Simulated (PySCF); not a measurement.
## Electronic structure of C4H6O (SMILES C#CCCO) in real space

```xyz
11

C     2.5690    0.4316    0.2124
C     1.4833   -0.0952    0.1122
C     0.1658   -0.7014   -0.0068
C    -0.9655    0.3162    0.0458
O    -2.1652   -0.3901   -0.1021
H     3.5355    0.8921    0.2982
H     0.0127   -1.4394    0.7984
H     0.0894   -1.2585   -0.9558
H    -0.8168    1.0633   -0.7587
H    -0.9149    0.8626    1.0082
H    -2.8952    0.2332   -0.0511
```

Geometry: PBE0-D3(BJ)/def2-SVP.

All numbers below come from PBE0/def2-SVPD, SCF density, gas phase in PySCF 2.14.0.

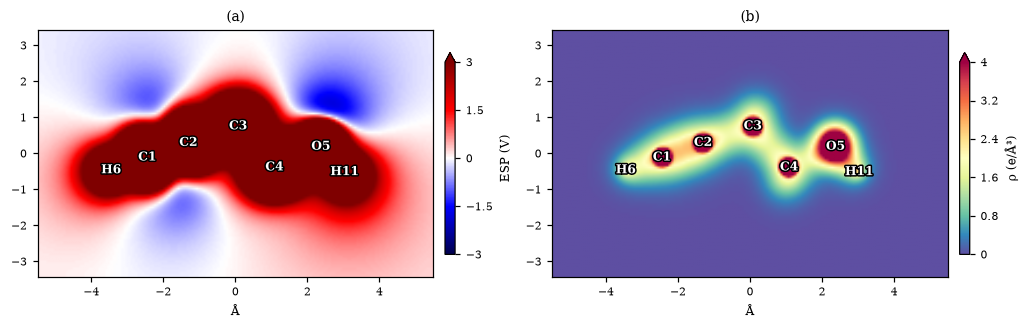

Figure 1. (a) molecular electrostatic potential; (b) electron density on the plane of atoms C2, C3 and C4.

### What do the fields say about this system?

The plane passes through C, O and H nuclei. C–C (1.21 Å): ρ is about 2.6 e/Å³ halfway. C–O (1.40 Å): ρ is about 2.1 e/Å³ halfway, with its minimum of 1.8 e/Å³ about 0.5 Å from C. O–H (0.96 Å): the density is about 3.7 e/Å³ at the midpoint. C–H (1.07 Å): ρ is about 2 e/Å³ halfway. Outside the dense part of the molecule the potential is most negative (−1.7 V) near O5.

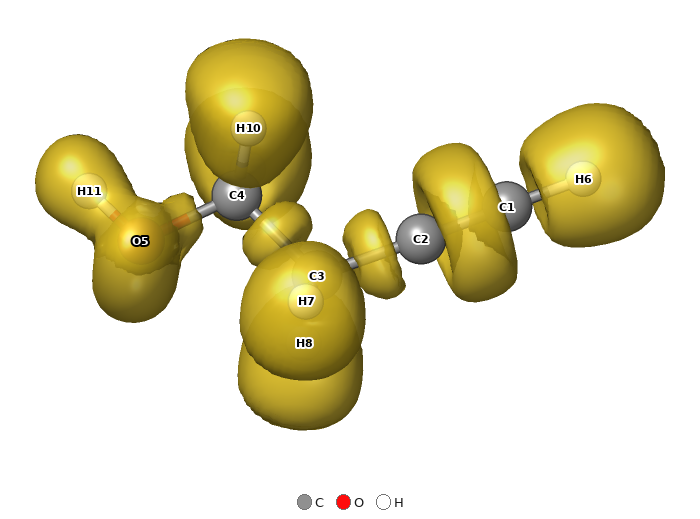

Figure 2. Isosurface of the electron localisation function at 0.75 (yellow), seen at a tilt. Only the valence region is drawn (cores and ρ < 0.01 e/Å³ removed).

### Where are the electrons localised?

The ELF exceeds this value in three regions between bonded C–C atoms (shared pairs), five regions around hydrogen nuclei and one joined region spread over several atoms (H, O), in which their bonds and any lone pairs are merged. Along the contacts the grid gives the following. C–C (1.21 Å): the ELF peaks at about 0.85 between the atoms; a short, multiple covalent bond. C–O (1.40 Å): the ELF peaks at about 0.90 between the atoms: a polar covalent bond.

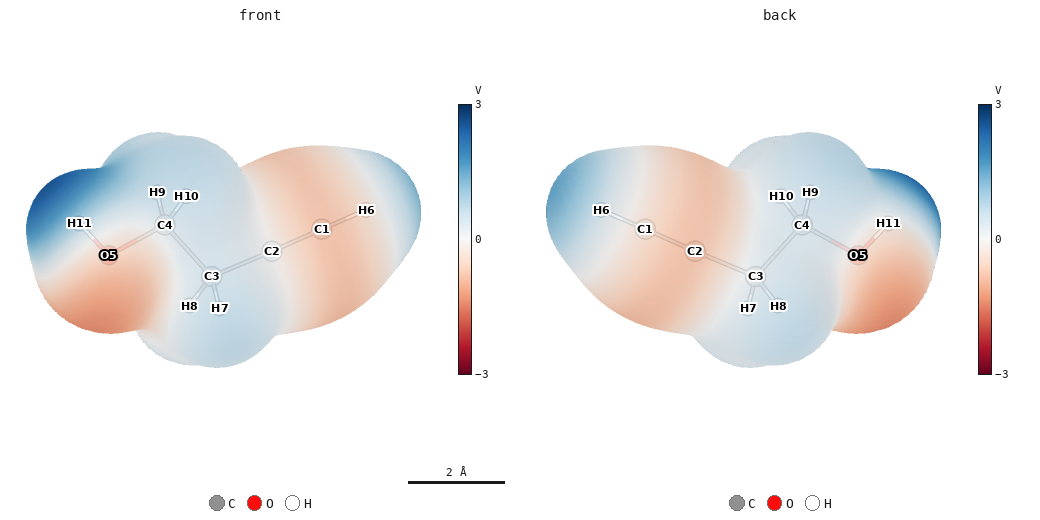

Figure 3. The molecular electrostatic potential painted on the density surface at 0.002 e/bohr³, seen from the front and from behind; the colour scale runs from red (negative) to blue (positive).

### Which sites attract a positive test charge, and which a negative one?

A positive charge is drawn to the negative regions and a negative charge to the positive ones. The most negative region (about −1.4 V) lies over O5, the most positive (about +2.5 V) over H11. O5 is the likeliest acceptor of a hydrogen bond.
